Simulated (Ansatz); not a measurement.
The starting structures come from a database of crystals and need not be the phases stable at ambient conditions.

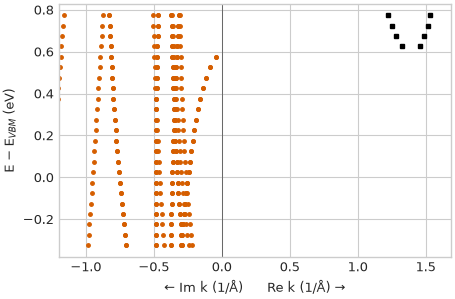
Complex bands at the centre of the two-dimensional zone; r2SCAN (Ansatz, a quantum-chemistry and plane-wave program)

The gap is the functional's own, uncorrected, and κ follows it; spin-orbit coupling is left out. Mid-gap values are interpolated between the computed energies.

Problem. This is Al2Os (I4/mmm, not sure to be the ambient phase, 3 atoms a cell, 13.8 Å³ an atom) along the normal of (100). Read off the slowest decay at the centre of the two-dimensional zone at 0.23 eV, the computed energy nearest the middle of the gap.

Solution. κ ≈ 0.20 1/Å, a decay length 1/(2κ) of the density of 2.5 Å.
